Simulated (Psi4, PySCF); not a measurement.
Approach curve of the dimer CH3Cl ··· H4Si (SMILES CCl and [SiH4]). Monomers: optimised at B3LYP-D3(BJ) (def2-TZVP), held rigid. Orientation: lowest of the rigid-body minima from ten starts at GFN2-xTB. The monomers approach along the line of their centres of mass (distance R); nothing else relaxes.

Geometry at R = 3.61 Å (first 5 atoms: monomer A):
```
10

C     -0.1533    -0.0129     0.0004
Cl     1.6348     0.1372    -0.0047
H     -0.4491    -0.5439     0.9001
H     -0.4523    -0.5659    -0.8848
H     -0.5801     0.9854    -0.0111
Si     1.9010    -0.6351    -3.4388
H      3.2306    -0.2925    -2.8855
H      0.9870     0.5180    -3.2767
H      1.3524    -1.8050    -2.7164
H      2.0340    -0.9610    -4.8767
```

Levels: revPBE-D3(BJ)/def2-TZVP, counterpoise-corrected (Psi4); SAPT0/jun-cc-pVDZ, frozen core (Psi4); RKS-B3LYP/LANL2DZ = restricted B3LYP/LANL2DZ, with its core potentials past Ne, no counterpoise correction run with PySCF 2.14.0; HF/aug-cc-pVDZ, counterpoise-corrected (Psi4); MP2/aug-cc-pVDZ = DF-MP2/aug-cc-pVDZ, frozen core, counterpoise-corrected run with Psi4 1.11.

Interaction energies in kJ/mol (negative: bound); R is the distance of the centres of mass, d the H4···H9 distance.

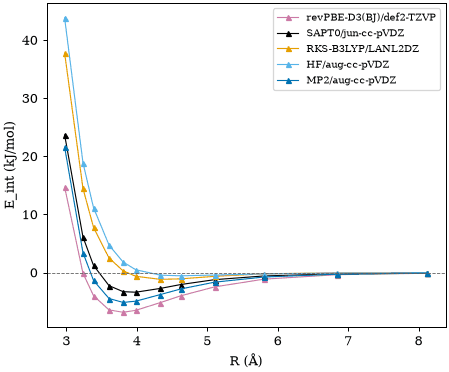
*Interaction energy against separation.*

```
R / Å  d / Å  revPBE-D3(BJ)/def2-TZVP  SAPT0/jun-cc-pVDZ  RKS-B3LYP/LANL2DZ  HF/aug-cc-pVDZ  MP2/aug-cc-pVDZ
-----  -----  -----------------------  -----------------  -----------------  --------------  ---------------
2.98    2.35                    14.70              23.68              37.76           43.81            21.56
3.24    2.55                    -0.11               6.13              14.49           18.89             3.43
3.39    2.67                    -3.99               1.22               7.77           11.17            -1.36
3.61    2.85                    -6.43              -2.25               2.51            4.73            -4.47
3.81    3.02                    -6.84              -3.29               0.29            1.81            -5.14
3.99    3.18                    -6.50              -3.38              -0.64            0.48            -4.92
4.34    3.49                    -5.16              -2.73              -1.17           -0.45            -3.79
4.63    3.75                    -4.00              -2.06              -1.08           -0.56            -2.82
5.11    4.20                    -2.46              -1.22              -0.65           -0.43            -1.65
5.81    4.85                    -1.14              -0.59              -0.21           -0.23            -0.77
6.84    5.84                    -0.37              -0.23              -0.06           -0.09            -0.28
8.13    7.09                    -0.12              -0.08              -0.03           -0.04            -0.10
```

Lowest grid point: revPBE-D3(BJ)/def2-TZVP -6.84 kJ/mol at R = 3.81 Å; SAPT0/jun-cc-pVDZ -3.38 kJ/mol at R = 3.99 Å; RKS-B3LYP/LANL2DZ -1.17 kJ/mol at R = 4.34 Å; HF/aug-cc-pVDZ -0.56 kJ/mol at R = 4.63 Å; MP2/aug-cc-pVDZ -5.14 kJ/mol at R = 3.81 Å.
